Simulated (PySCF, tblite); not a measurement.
# C₇H₁₀BP: geometry, infrared bands and NMR shifts

Wanted: the infrared bands and NMR shifts of C₇H₁₀BP (`[BH3-][P+]12C=CC(C=C1)C=C2`), by calculation.

The runs use tblite 0.8.0 and PySCF 2.14.0, with density-fitted response routines of our own; the level of theory stands in each step. All values are computed, except where a source is named. Atoms count from 0, in the outputs and in this text.

## (1) Starting geometry

19 atoms, charge 0, multiplicity 1; geometry from: force field or distance geometry start.

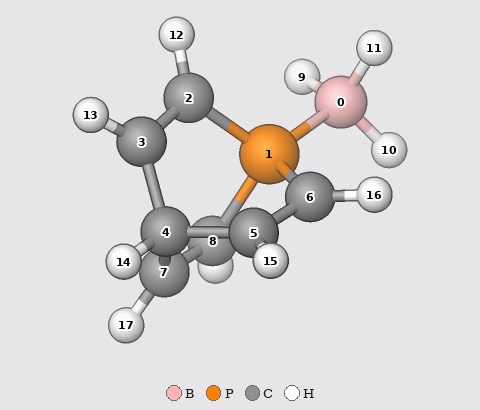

As it starts; boron pink, phosphorus orange, carbon grey, hydrogen white, atoms numbered.

## (2) Relaxing the molecule with GFN2-xTB

The job: settings as JSON, then the geometry in Å.

```
{"job": {"kind": "relax", "xc": "GFN2-xTB", "basis": "xTB"}, "charge": 0, "multiplicity": 1}
B      2.768100    -0.337600    -0.292500
P      0.887100    -0.103800    -0.105200
C      0.163900     1.496400    -0.407500
C     -1.188600     1.538100    -0.244200
C     -1.880100     0.225800     0.203000
C     -1.221900    -0.220600     1.505500
C      0.123600    -0.414200     1.495500
C     -1.534100    -0.828500    -0.859300
C     -0.226400    -1.092300    -1.097500
H      3.072600    -0.057100    -1.400700
H      3.043100    -1.470500    -0.069300
H      3.323200     0.375400     0.476500
H      0.725200     2.369200    -0.703700
H     -1.748800     2.442300    -0.397300
H     -2.978500     0.369000     0.312700
H     -1.802400    -0.371600     2.422800
H      0.680000    -0.729600     2.378500
H     -2.321200    -1.364900    -1.404600
H      0.105400    -1.816200    -1.820100
```

Launch:

```sh
OMP_NUM_THREADS=1 python probes_run.py task.json out
```

The driver reads the jobs from task.json and runs them one after another.

**Question.** This job is followed by: GFN2-xTB harmonic vibrations, gas phase; GIAO PBE0/pcSseg-1 NMR shielding, non-relativistic, gas phase. What will the session give for the following? strongest single infrared mode (GFN2-xTB); zero-point energy (GFN2-xTB); 13C shifts against TMS (PBE0/pcSseg-1, means over atoms taken as alike); 1H shifts against TMS (PBE0/pcSseg-1, means over atoms taken as alike); 11B shifts against BF3·OEt2 (PBE0/pcSseg-1); 31P shifts against H3PO4 (PBE0/pcSseg-1).

The runs gave:

| quantity | value |
| --- | --- |
| strongest single infrared mode (GFN2-xTB) | 1079 cm⁻¹, 202 km/mol |
| zero-point energy (GFN2-xTB) | 90.5 kcal/mol |
| 13C shifts against TMS (PBE0/pcSseg-1, means over atoms taken as alike) | 159.8, 143.9, 55.3 ppm |
| 1H shifts against TMS (PBE0/pcSseg-1, means over atoms taken as alike) | 7.82, 7.16, 5.13, 1.22 ppm |
| 11B shifts against BF3·OEt2 (PBE0/pcSseg-1) | -54.1 ppm |
| 31P shifts against H3PO4 (PBE0/pcSseg-1) | -42.2 ppm |

What this shows: Over 16 steps the energy fell by 0.314 eV; of the close pairs, P1–C2 changed most, 1.782 to 1.824 Å. All 51 modes are real, so the xTB geometry is a minimum. The strongest single mode, at 1079 cm⁻¹, moves mainly H11, H10 and H9. GFN2-xTB is a fitted tight-binding method: band positions and strengths are rough. Its intensities can rank the bands wrongly. At PBE0/pcSseg-1: The largest span, 273 ppm, is at C3, C5, C7, where the paramagnetic term is -225 ppm.
